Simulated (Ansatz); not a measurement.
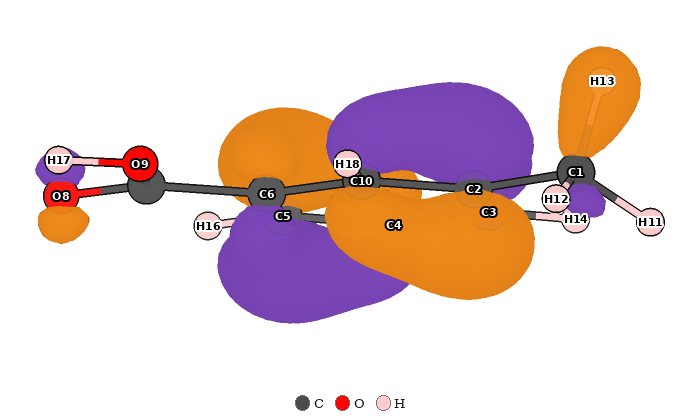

The picture shows: C$_{8}$H$_{8}$O$_{2}$ (SMILES Cc1cccc(C(=O)O)c1). The HOMO at ±0.15 Å⁻³ᐟ² (orange and purple are the two phases), seen from one side.

Geometry: PBE0-D4/def2-TZVP.

Computed with RKS PBE0-D4/def2-TZVPP in Ansatz 0.2.0.

```xyz
18

C     2.1257   -1.4273   -0.7684
C     0.8240   -0.6956   -0.6467
C    -0.0481   -0.6006   -1.7278
C    -1.2420    0.0994   -1.6297
C    -1.5878    0.7179   -0.4426
C    -0.7298    0.6294    0.6482
C    -1.1358    1.2983    1.9041
O    -2.1570    1.9182    2.0536
O    -0.2391    1.1518    2.8969
C     0.4655   -0.0740    0.5429
H     2.0577   -2.2428   -1.4906
H     2.4378   -1.8446    0.1904
H     2.9200   -0.7552   -1.1073
H     0.2125   -1.0865   -2.6627
H    -1.9055    0.1574   -2.4847
H    -2.5142    1.2682   -0.3363
H    -0.6046    1.6232    3.6576
H     1.1209   -0.1370    1.4032
```

**What is the character of this orbital?**

By Hirshfeld shares it lies mainly on C5 (about 25 %), C2 (about 25 %), C10 (about 10 %), C3 (about 10 %), C4 (about 10 %) and C6 (about 10 %). Its energy is −7.30 eV.
